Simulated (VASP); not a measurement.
Band structure of MgS (rock salt). Computed with PBE GGA with D3 dispersion (zero damping), VASP's PBE PAW potentials (set 64) (plane waves; VASP).

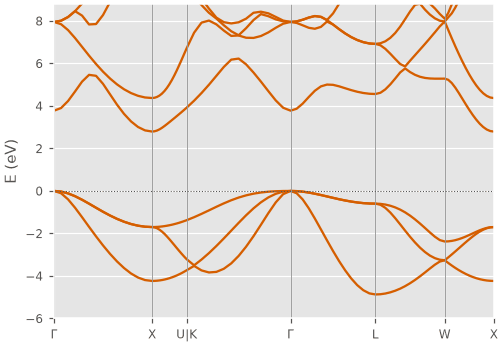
*Bands along high-symmetry lines, zero at the valence-band maximum or, without a gap, the Fermi level*

Read the plot: is there a gap, and where are the band edges?

The gap is indirect, 2.79 eV, from the valence maximum at Γ to the conduction minimum at X. (Edges off the drawn lines would not show.)

The compound is MgS in the rock salt structure. It was relaxed first.
